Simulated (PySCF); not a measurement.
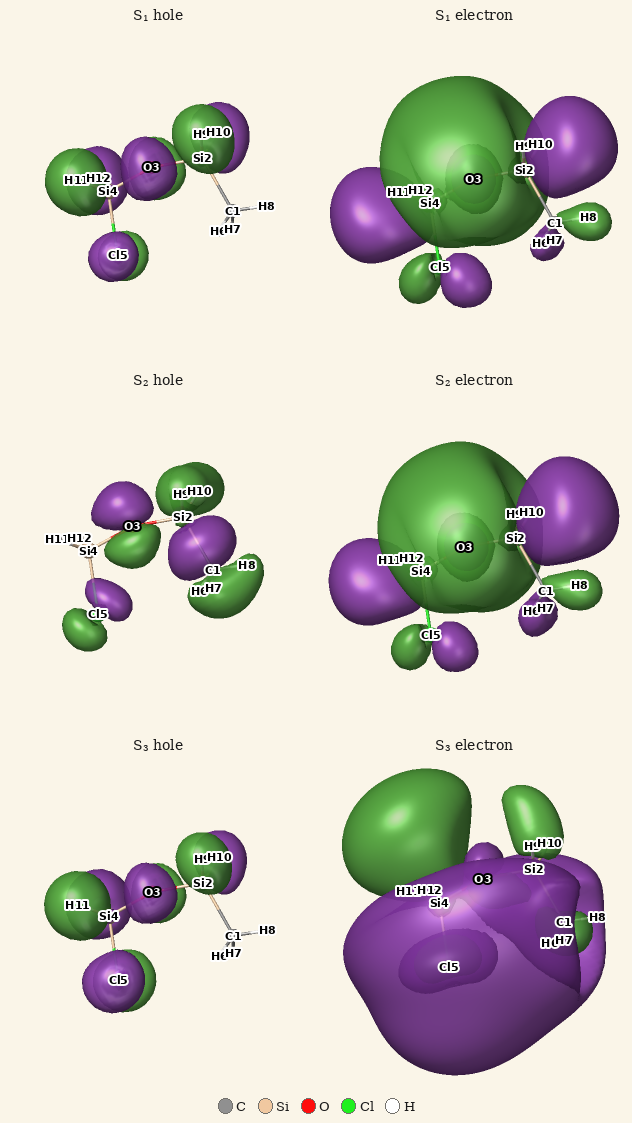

*CH$_{7}$ClOSi$_{2}$, SMILES `C[SiH2]O[SiH2]Cl`. Leading natural transition orbitals (TDA singlet states).*

Method: PBE0/6-31+G*; geometry: GFN2-xTB; program: PySCF. No frequency check shows the geometry to be a minimum. GFN2-xTB bond lengths at metals and heavier atoms can be off by up to 0.1 Å and shapes distorted, which carries into these values.

Geometry (Å), atoms numbered from 1:

```
C1       1.9858   -1.4872   -0.0146
Si2      1.9312    0.4058    0.0023
O3       0.3780    0.9125    0.0393
Si4     -1.2285    0.9211   -0.0196
Cl5     -1.9097   -0.9654    0.0105
H6       1.4722   -1.9057    0.8477
H7       1.5047   -1.8899   -0.9029
H8       3.0080   -1.8532    0.0007
H9       2.5139    0.9730    1.2179
H10      2.4772    0.9855   -1.2251
H11     -1.6775    1.6094    1.1809
H12     -1.6082    1.5383   -1.2818
```

### Give the energy and character of each state.

By state:
- S₁: 7.26 eV (171 nm), f = 0.012, partly diffuse acceptor orbital; the leading pair carries 98 %; hole on O3 (30 %), Si4 (13 %) and Si2 (12 %), electron on Si4 (35 %), Si2 (28 %) and O3 (9 %) (atom shares of so diffuse an orbital are rough); their centroids lie 0.1 Å apart.
- S₂: 7.49 eV (166 nm), f = 0.001 (very weak), partly diffuse acceptor orbital; the leading pair carries 99 %; hole on C1 (27 %), O3 (26 %) and Si2 (18 %), electron on Si2 (36 %), Si4 (26 %) and O3 (8 %) (atom shares of so diffuse an orbital are rough); their centroids lie 1.1 Å apart.
- S₃: 7.63 eV (163 nm), f = 0.001 (very weak), diffuse (Rydberg-like) orbital; the leading pair carries 98 %; hole on O3 (23 %), Cl5 (18 %) and Si4 (15 %), electron on Si4 (39 %), Cl5 (22 %) and Si2 (10 %) (atom shares of so diffuse an orbital are rough); their centroids lie 0.8 Å apart.
